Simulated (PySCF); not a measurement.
System: F₅HP (charge −1).

The calculation's input:

```
{"job": {"kind": "nmr", "xc": "PBE0", "basis": "pcSseg-1"}, "charge": -1, "multiplicity": 1}
F     -0.631254    -1.455125    -0.486160
P      0.009045     0.016268    -0.063894
F      1.518234    -0.667496     0.025071
F      0.636702     1.463527     0.450581
F     -1.513639     0.675719    -0.058619
F     -0.213964    -0.389498     1.503222
H      0.198210     0.361509    -1.397279
```

Launched as:

```sh
OMP_NUM_THREADS=1 python probes_run.py task.json out
```

Geometry: GFN2-xTB.

Computed with PBE0/pcSseg-1, SCF density, gas phase, non-relativistic in PySCF.

Question: What will maps of the electron density and electron localisation function show?

Answer: P–F (1.66 Å): ρ at the midpoint is about 1.1 e/Å³; the ELF peaks at about 0.85 between the atoms; a polar covalent bond.

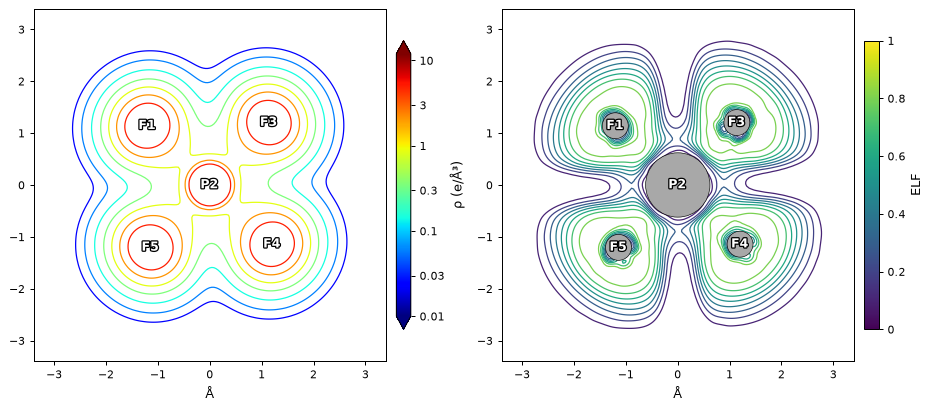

Computed electron density and electron localisation function on the plane of atoms F1, P2 and F5, in this order. Grey discs cover the atomic cores in the ELF map. 
